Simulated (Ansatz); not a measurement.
## SnTe: response to strain

Base system: SnTe in the rock salt structure (space group Fm-3m, No. 225; a = 6.370 Å).

Strains are applied to the cell and any free atomic positions relax.

Method: r2SCAN/PAW in Ansatz (a quantum-chemistry and plane-wave program), spin-orbit coupling left out.

Notes on the quantities. energy relative to the base: free energy F.

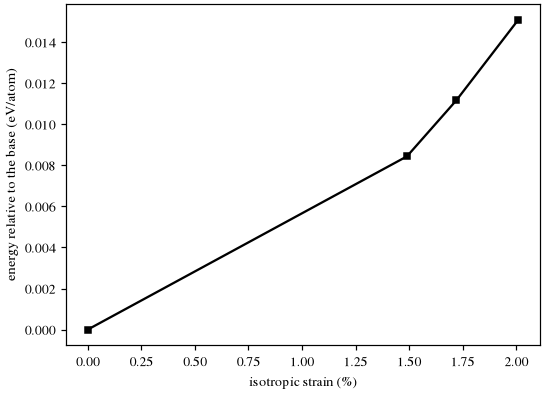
Energy relative to the base against isotropic strain

| isotropic strain (%) | energy relative to the base |
|---|---|
| 1.49 | +8.4 meV/atom |
| 1.72 | +11 meV/atom |
| 2.01 | +15 meV/atom |

Stability against distortions was not tested.
